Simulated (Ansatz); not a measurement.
Input

```
crystal:
  periodic: [false, false, false]
  atoms:
    - symbol: Cl
      position_ang: [0.599957, 1.614383, -1.413937]
    - symbol: Cl
      position_ang: [-1.250408, 1.554136, 1.291460]
    - symbol: Cl
      position_ang: [1.345215, -1.530017, -0.863261]
    - symbol: F
      position_ang: [-0.371459, -1.202801, 1.448331]
    - symbol: F
      position_ang: [1.514568, 0.562580, 1.193423]
    - symbol: F
      position_ang: [-1.400035, -0.481392, -0.823287]
    - symbol: W
      position_ang: [0.064959, 0.062972, 0.162366]
basis:
  gaussian:
    orbitals: def2-SVPD
hamiltonian:
  xc: {name: PBE0}
output: {forces: true, orbitals: {seedname: orbitals}}
```

Run with:

```sh
ansatz run input.yaml --threads 2 --pin off --max-ram 6090MiB --events-out events.jsonl --progress --plain --runs-dir runs
```

Geometry: PBE0-D4/def2-SVP; core potentials replace the inner electrons of W.

All numbers below come from Ansatz, isolated molecule in a Gaussian basis; Kohn-Sham density functional theory, functional PBE0.

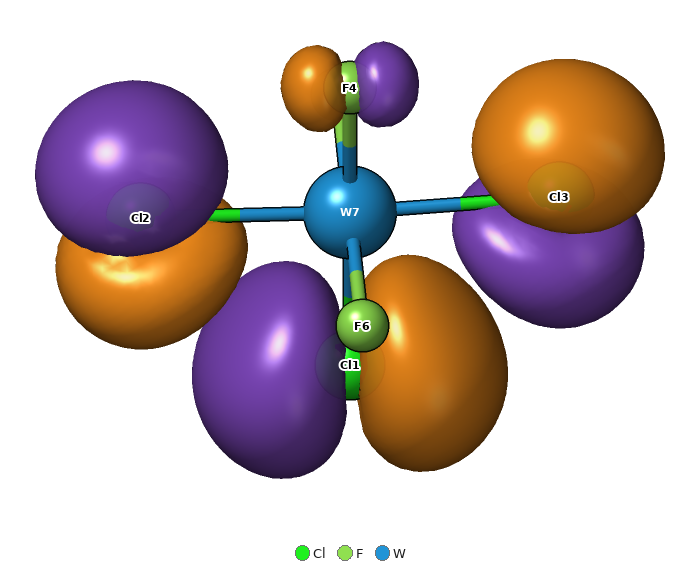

Cl$_{3}$F$_{3}$W (SMILES [F][W]([F])([F])([Cl])([Cl])[Cl]). The HOMO at ±0.08 Å⁻³ᐟ² (orange and purple are the two phases), seen at an oblique angle.

**Describe this orbital and give its energy.**

Its weight (Hirshfeld) is mainly on Cl1 (about 45 %), Cl2 (about 25 %) and Cl3 (about 25 %); largely a combination of lone pairs on Cl1, Cl2 and Cl3. Its energy is −9.78 eV.
